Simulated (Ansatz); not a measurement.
Cost and result by functional for the surface energy of the (310) surface of bcc Li in its 1x1 cell, outermost plane spacing 1.09 Å in the ideal cut, in Ansatz (plane waves, PAW). Single points on the PBE structure, on one kind of machine; costs are rough ratios of the slab run's core time (references not counted) to the cheapest single point. r2SCAN's cost holds its higher cutoff (500 against 420 eV). Differences are taken against r2SCAN for comparison alone: no measured value is at hand, so the table doesn't rank accuracy.

Set-up: 10 atoms, 9.8 Å thick at the start (thin: gaps and levels are the slab's own); mesh 11x7x1; 0.1 eV smearing; dipole correction on; all atoms relaxed; held to the part of the start's symmetry that mesh and held atoms allow; no spin, no spin-orbit, no U. These notes are the PBE run's.

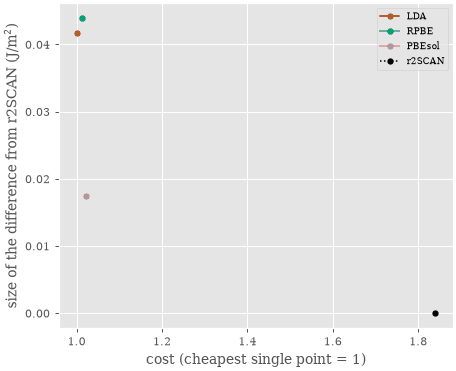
*Difference from r2SCAN against cost*

```
functional                     relative cost  surface energy (J/m²)  less r2SCAN (J/m²)
-----------------------------  -------------  ---------------------  ------------------
LDA                                        1                   0.55                0.04
RPBE                                       1                   0.46               -0.04
PBEsol                                     1                   0.52                0.02
r2SCAN                                     2                   0.50                0.00
PBE (the relaxed run's value)              –                   0.50               -0.01
```

The values span 0.09 J/m², while the single points' costs differ by a factor of roughly 2. Differences are of unrounded values.

Ansatz is a first-principles code.
